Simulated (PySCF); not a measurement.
# CH7BO4Si2: what the fields show

Input

```
{"job": {"xc": "PBE0", "basis": "pcSseg-1", "kind": "nmr", "pop": true}, "charge": 0, "multiplicity": 1}
O      2.476947     1.149690     0.349873
B      1.672418     0.064801     0.350612
O      2.114753    -1.104577    -0.172082
C      0.192602     0.214177     0.913027
O     -0.459789    -1.070451     0.911165
Si    -1.811060    -1.244239     0.033611
O     -1.988506     0.266872    -0.599340
Si    -0.887121     1.386482    -0.172649
H      3.343614     0.985906    -0.026365
H      1.474845    -1.815765    -0.105973
H      0.198123     0.564764     1.949008
H     -2.964746    -1.490796     0.880403
H     -1.584571    -2.151871    -1.081195
H     -0.241414     1.835668    -1.397705
H     -1.540509     2.417328     0.625585
```

Launched as:

```sh
OMP_NUM_THREADS=1 python ens_run.py task.json out
```

Geometry: GFN2-xTB.

Computed with PBE0/pcSseg-1, SCF density, gas phase, non-relativistic (PySCF 2.14.0).

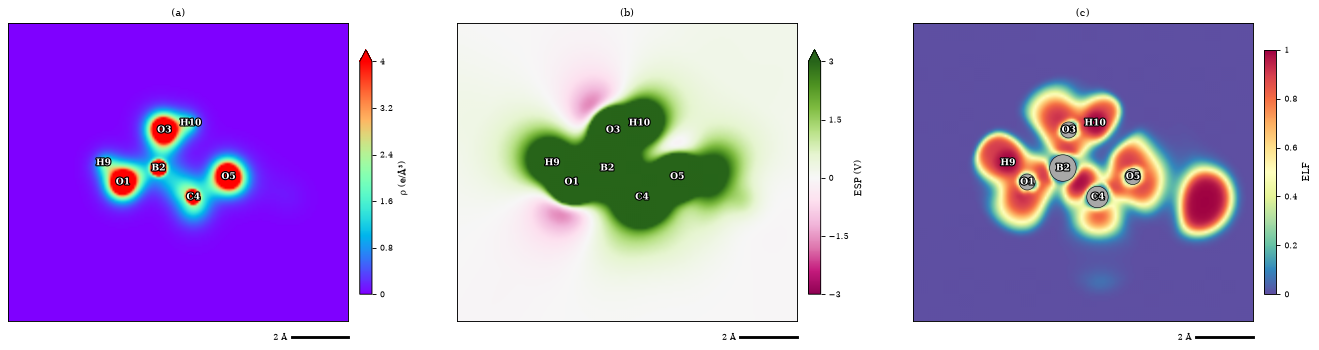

Figure 1. (a) electron density; (b) electrostatic potential; (c) ELF on the plane of atoms B2, O3 and H10. Grey discs cover the atomic cores in the ELF map.

Question: What does the map show?

Answer: Atoms in the plane: O, B, C and H.
B–O (1.35 Å): the density is about 2.2 e/Å³ at the midpoint; the ELF peaks at about 0.90 between the atoms: a short, strongly polar bond.
C–O (1.44 Å): ρ is about 1.8 e/Å³ halfway, with its minimum of 1.6 e/Å³ about 0.5 Å from C; the ELF peaks at about 0.85 between the atoms; a polar covalent bond.
C–B (1.59 Å): ρ is about 1.4 e/Å³ halfway; the ELF peaks at about 1 between the atoms: a covalent bond.
O–H (0.96 Å): ρ at the midpoint is about 3.7 e/Å³; the ELF climbs to about 1 towards the hydrogen, as it does in any bond to H; a covalent bond by its length.
The ELF also peaks beside O1, O5 and O3, away from the bonds: lone-pair regions.
Outside the dense part of the molecule the potential is most negative (−1.6 V) near O3.

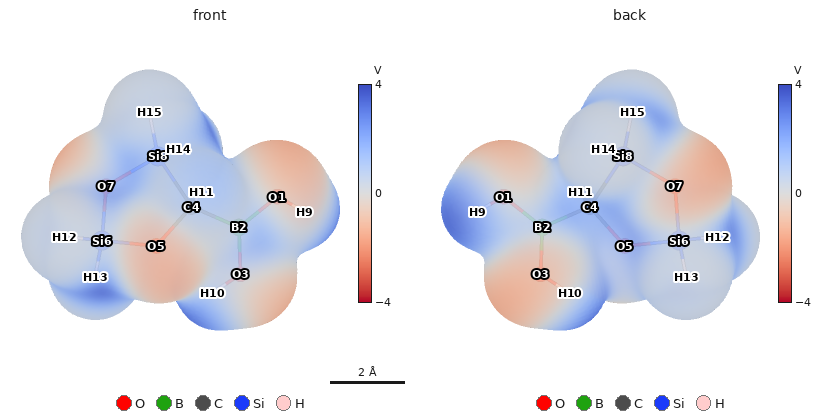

Figure 2. The molecular electrostatic potential painted on the density surface at 0.004 e/bohr³, seen from the front and from behind; red is negative and blue positive.

Question: Where is the surface potential most negative and most positive?

Answer: The most negative region (about −1.4 V) lies over O7, the most positive (about +3.1 V) over Si6 and H9. O7 is the likeliest acceptor of a hydrogen bond.

Question: What dipole moment does the calculation give?

Answer: Its dipole moment is 0.62 D.
